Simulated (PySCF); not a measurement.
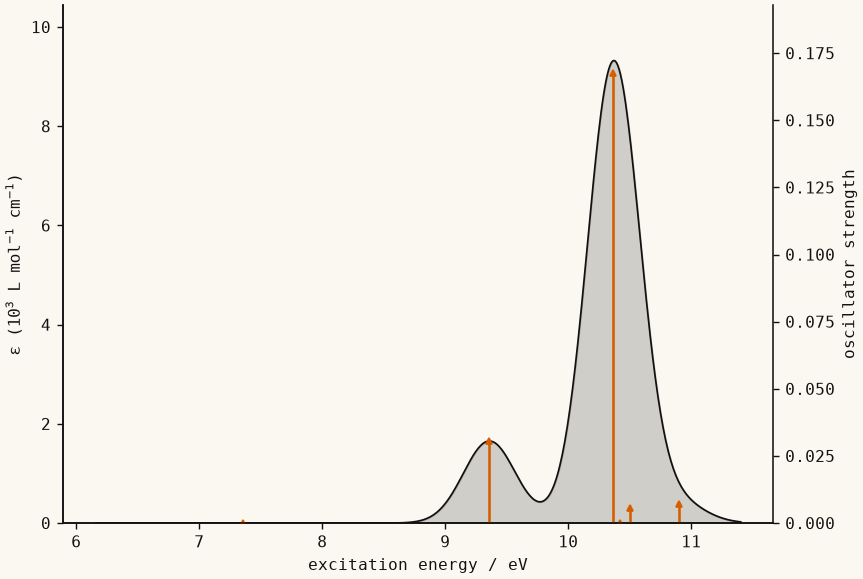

Vertical TDDFT excitations, PBE0/def2-SVPD, PySCF 2.14.0, at a GFN2-xTB geometry (no frequency check), gas phase. Only the first 6 singlet excitations are included; each is broadened by a Gaussian of 1/e half-width 0.30 eV. Sticks give oscillator strengths (right axis).

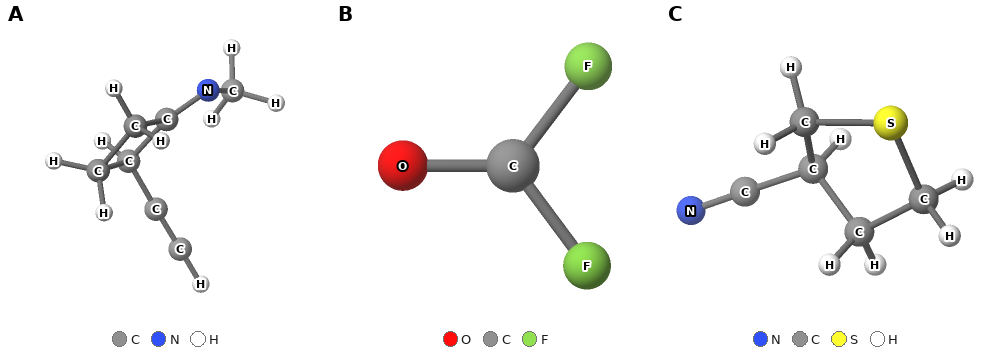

### Whose absorption spectrum is this? The candidates are drawn in the second picture.

Structure B, CF₂O (carbonyl fluoride), SMILES O=C(F)F. Its lowest singlet lies at 7.36 eV (f = 0.000) and the brightest of those computed is S3 at 10.37 eV (120 nm), f = 0.168, mainly HOMO−1 → LUMO (86 %) (S4 lies within 0.06 eV, too close to order).

Known limits of this run: states above the negative HOMO energy depend on the basis; the tight-binding geometry is rougher than a DFT one and adds to the error; core orbitals are frozen in the response.
